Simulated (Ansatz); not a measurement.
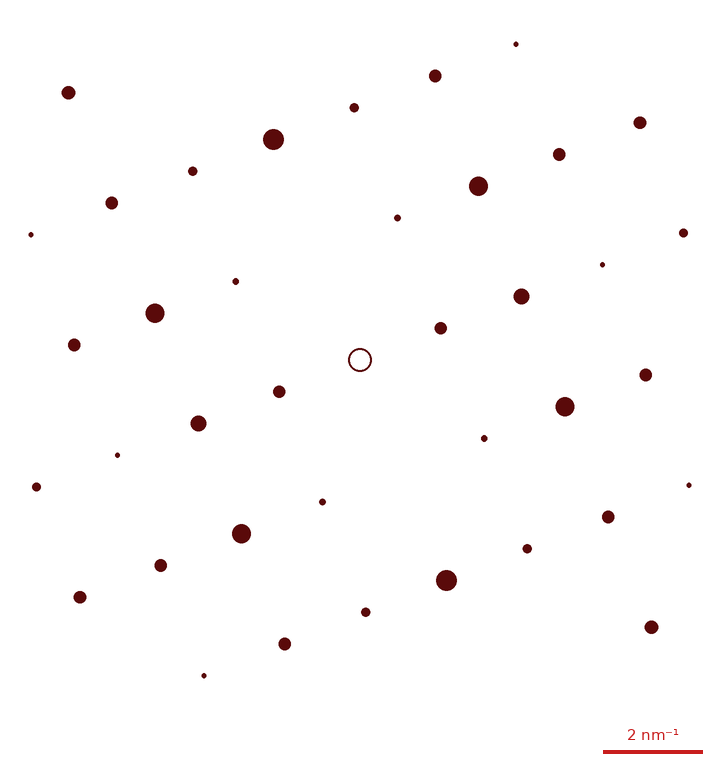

Computed electron diffraction pattern, 200 kV, single scattering only, B = 0.5 Å².

Phase: As3Ru, space group P6_3/mmc (No. 194), a = 6.53 Å, c = 4.15 Å (hexagonal axes). Structure: the end point of a relaxation with DFT PBE, scalar-relativistic, plane waves, PAW (Ansatz); the starting structure was generated, so it need not be a known form of this composition.

Question: Determine the zone axis from the geometry of the pattern.

Answer: The spots form a rectangular net whose two shortest vectors correspond to d = 5.66 Å and 4.15 Å, 90.0° apart. They index as 0 1 0 and 0 0 1 (itself extinct), so the zone axis is [100] (or an equivalent direction of <100>).

Question: Which reflections of this zone are missing, and why?

Answer: A screw axis and a glide plane both extinguish reflections such as 0 0 1, 0 0 3. In a thicker crystal double diffraction can put intensity into those places emptied by glide planes or screw axes that lie on the net of the visible spots, but never into those emptied by centring.
